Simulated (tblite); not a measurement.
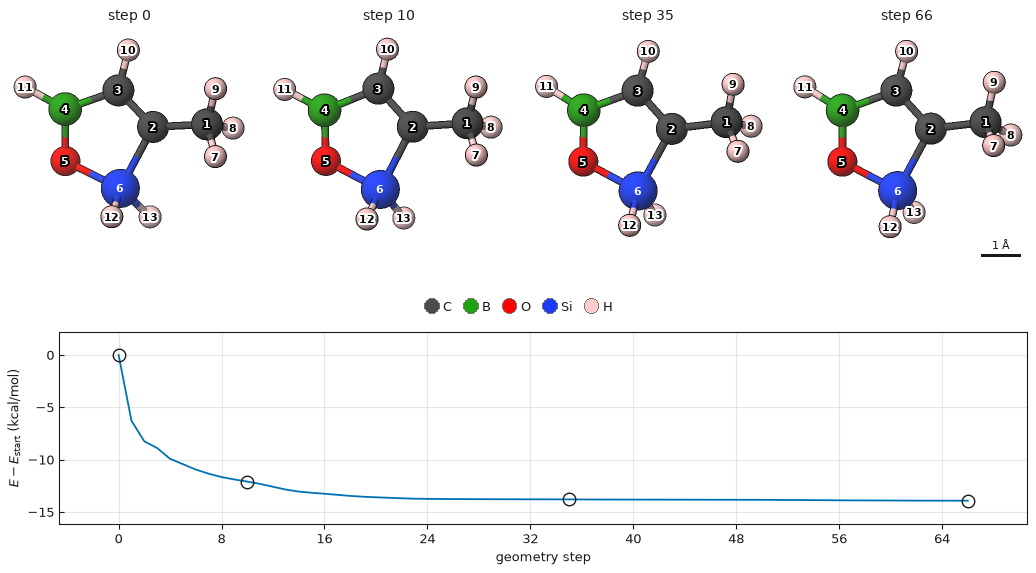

Frames of a relaxation of C3H7BOSi, marked on the history of the run. The picture is a ball-and-stick view, seen from a free direction.

All numbers below come from tblite, GFN2-xTB geometry optimisation, gas phase. 

> Describe the path.

The atom that moves furthest after the best rigid fit is H13 (0.46 Å). By element the largest moves are H 0.46 Å, O 0.37 Å, C 0.10 Å, Si 0.06 Å, B 0.04 Å. Among the contacts that change: B4–O5 1.477 → 1.356 Å, O5–Si6 1.729 → 1.650 Å, C1–C2 1.454 → 1.492 Å, C3–B4 1.525 → 1.562 Å. Bond angles that change, for instance: B4–O5–Si6 103.6° → 115.2°, C2–Si6–H12 107.9° → 115.0°, O5–Si6–H12 113.8° → 107.4°. Groups turn about B4–O5 by about 25°, O5–Si6 by about 20°. After 66 geometry steps the energy has fallen by 13.9 kcal/mol. Cost: 0.33 s on 1 thread of Arm Neoverse V2, on a shared host. From step 0 to 10: O5 moves most (0.25 Å), energy −12.1 kcal/mol. From step 10 to 35: H13 moves most (0.24 Å), energy −1.70 kcal/mol. From step 35 to 66: H atoms move most (0.25 Å), energy −0.12 kcal/mol.
